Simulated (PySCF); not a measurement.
**BH₃, SMILES `B`: what the electrons do**

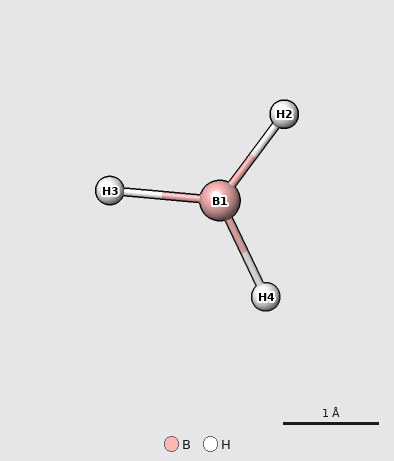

The molecule, with its atoms numbered as below. No frequency check shows the geometry to be a minimum.

Geometry (Å), atoms numbered from 1:

```
B1       0.0000    0.0000    0.0000
H2      -0.3009    1.1249    0.0000
H3      -0.8237   -0.8231    0.0000
H4       1.1247   -0.3018    0.0000
```

## 1. Bonding charge

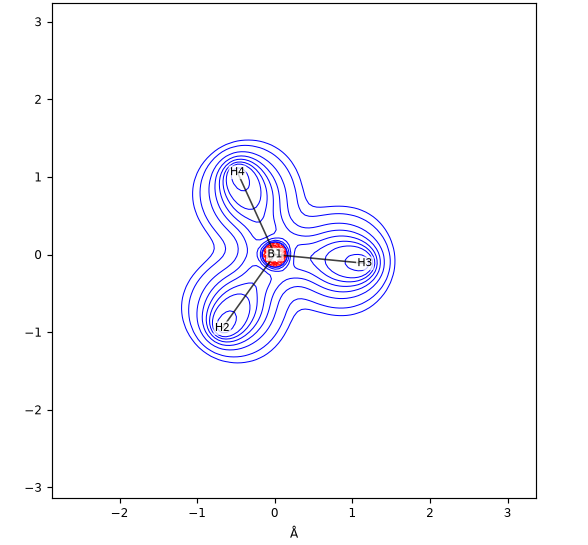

Deformation density (molecule less spherical, spin-averaged free atoms) in the molecular plane; contours at ±0.05 to ±0.8 e/Å³; solid blue lines: gain, dashed red lines: loss.

Level of theory: PBE/cc-pVTZ (PySCF), at a geometry from GFN2-xTB.

How much density has each bond in this plane gained at its critical point, relative to the free atoms?

Answer. B1–H2, B1–H3 and B1–H4: +0.52 e/Å³ at the bond critical point (bond length 1.16 Å, Mayer order 1.0). In all, 0.9 electrons gather in the regions of gain relative to the promolecule.

## 2. Bond critical points

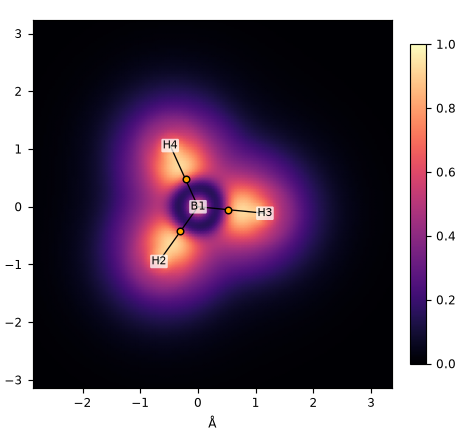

Localised orbital locator (LOL) in the molecular plane, with bond paths and bond critical points (dots).

What values does LOL take at the bond critical points in this plane?

Answer. B1–H2, B1–H3 and B1–H4: about 0.61. Values above 0.5 mark slow, localised electrons, as in shared pairs; low values at a critical point mark a polar or closed-shell contact whose critical point lies between the shells.

## 3. Local ionisation energy

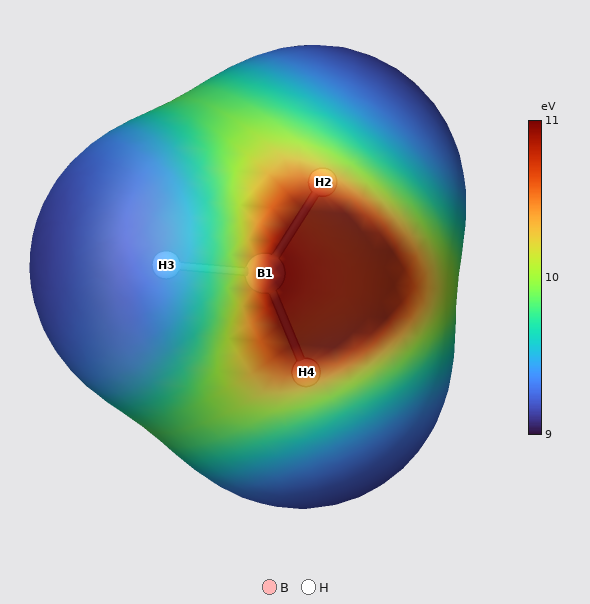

Average local ionisation energy on the surface of electron density 0.001 a.u.

Where are the most loosely bound electrons on this surface?

Answer. The lowest value is 9.1 eV, 1.4 Å from H4, and at like points elsewhere. For comparison, the highest occupied orbital lies at −8.5 eV.

What volume does the surface enclose, and what is the dipole moment?

Answer. About 43 Å³; the dipole moment is 0.0 D.

## 4. Removing or adding an electron

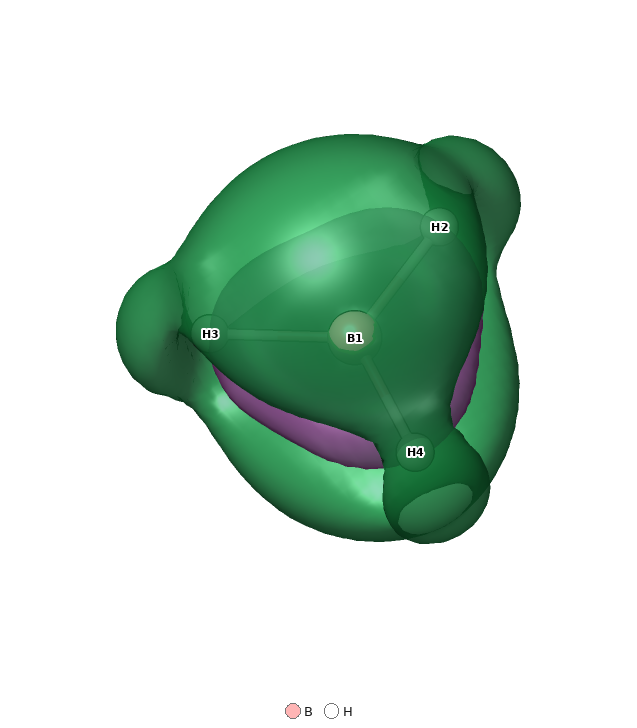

Fukui function f⁺ = ρ(N+1) − ρ(N) at fixed geometry, surfaces at ±0.015 e/Å³ (green positive, purple negative).

Method: PBE0/aug-cc-pVDZ; geometry: GFN2-xTB; program: PySCF.

On which atoms does the density change most on addition of an electron?

Answer. f⁺ (Hirshfeld-condensed) is largest on B1 (0.59); the vertical electron affinity is 0.08 eV (the stability of the anion's solution wasn't checked; the anion's highest orbital has positive energy, so this value and f⁺ depend on the basis). Condensed values hint at sites of nucleophilic attack but needn't mark the atom that reacts. Orbital relaxation makes it negative in places (0.10 e in all).

## 5. Stretching a bond

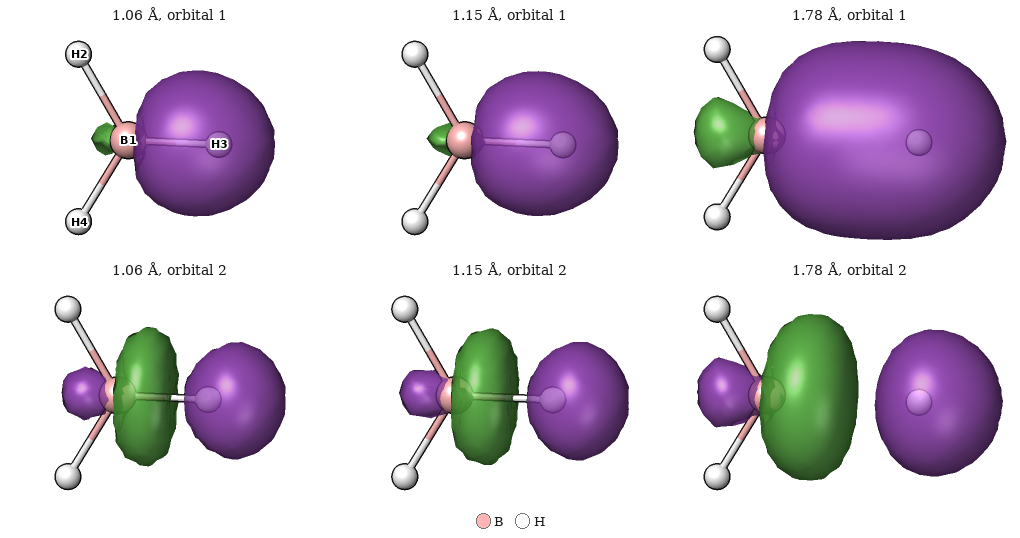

Rigid stretch of the B1–H3 bond. The two CASSCF(2,2) natural orbitals nearest half filling (orbital 1 the more occupied).

Level of theory: def2-SVP basis (PySCF), at a geometry from GFN2-xTB.

How do the occupations change along the stretch?

Answer. 1.06 Å: 1.99 and 0.01; 1.15 Å: 1.99 and 0.01; 1.78 Å: 1.93 and 0.07. At the longest distance computed (3.22 Å) they are 1.35 and 0.65, and the effective number of unpaired electrons is 1.5.

Where does the UHF solution part from RHF?

Answer. Between 1.78 Å (⟨S²⟩ = 0, the two coincide) and 2.07 Å (⟨S²⟩ = 0.39); at 3.22 Å ⟨S²⟩ is 0.97 and UHF lies 2.8 eV below RHF.

How much energy does the stretch cost?

Answer. By CASSCF, 4.1 eV from the lowest point of the scan (1.26 Å) to 3.22 Å; RHF gives 6.6 eV from its own lowest point. The fragments aren't relaxed and dynamic correlation is missing, so this isn't a bond dissociation energy.

The PySCF runs shown took 2.2 s, 12 s and 4.6 s on 1 thread of Arm Neoverse V2, with other jobs on the host.
